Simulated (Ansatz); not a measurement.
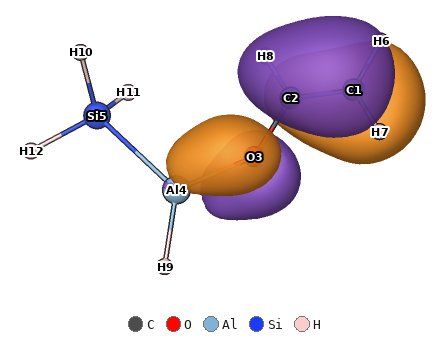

The picture shows: C$_{2}$H$_{7}$AlOSi. One frontier orbital at ±0.08 Å⁻³ᐟ² (orange and purple are the two phases), seen at a tilt.

Theory: RKS CAM-B3LYP-D4/def2-SVP (Ansatz 0.2.0).

```xyz
12

C    -2.3593    1.5244    0.6863
C    -1.3147    0.7366    0.4447
O    -0.3268    1.0514   -0.4123
Al    1.1380    0.4060   -1.0150
Si    1.8560   -1.7768   -0.1773
H    -3.1272    1.2100    1.3934
H    -2.4619    2.4886    0.1842
H    -1.2114   -0.2346    0.9520
H     1.8692    1.3216   -2.0654
H     2.0341   -1.7477    1.3053
H     0.8329   -2.8222   -0.4790
H     3.1478   -2.2125   -0.7826
```

Which orbital is it: HOMO or LUMO?

Answer. The HOMO, at −8.03 eV. By Hirshfeld shares it lies mainly on C1 (about 40 %), C2 (about 25 %) and O3 (about 20 %); π-bonding across C1–C2.
